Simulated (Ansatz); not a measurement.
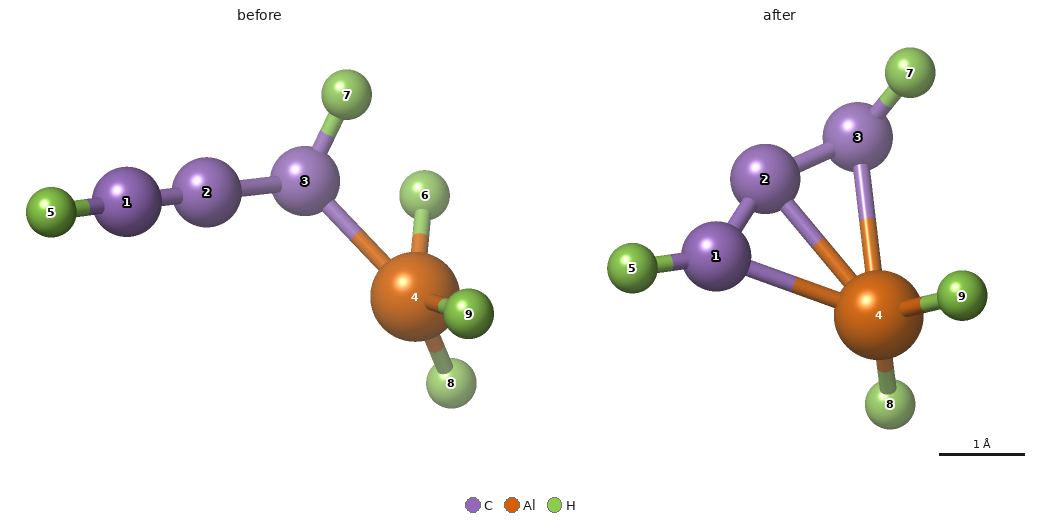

The structure of C$_{3}$H$_{5}$Al before (left) and after (right) a relaxation, at one scale.

The picture is a ball-and-stick view, seen from a free direction.

The run prepares an end point of a later path (hydrogen shift) calculation, from a guessed geometry.

The calculation used UKS PBE/cc-pVDZ (Ansatz 0.2.0). (collinear spin; force threshold 0.02 eV/Å; at most 50 steps)

**Describe what moved and what it gained.**

H6 moves most after the best rigid fit: 1.29 Å. Largest moves by element: H 1.29 Å, C 1.07 Å, Al 0.93 Å. Among the contacts that change: C1–Al4 3.786 → 2.079 Å, Al4–H6 1.540 → 2.961 Å, C2–Al4 2.819 → 2.143 Å, C3–H6 1.566 → 1.102 Å. New bonds form, among them: C1–Al4 (3.79 → 2.08 Å), C3–H6 (1.57 → 1.10 Å). Bonds break, among them: Al4–H6 (1.54 → 2.96 Å). Among the angles between lasting bonds that change: C2–C3–Al4 113.0° → 63.5°, C2–C1–H5 177.3° → 135.5°, C1–C2–C3 178.5° → 151.1°. Over 27 geometry steps the energy falls by 133.4 kcal/mol. Largest force component: 8.3 eV/Å at the start, 0.013 eV/Å at the end. The run took 31 s on 2 threads of Intel(R) Xeon(R) 6975P-C (Granite Rapids) (shared host), peak memory 0.23 GiB.
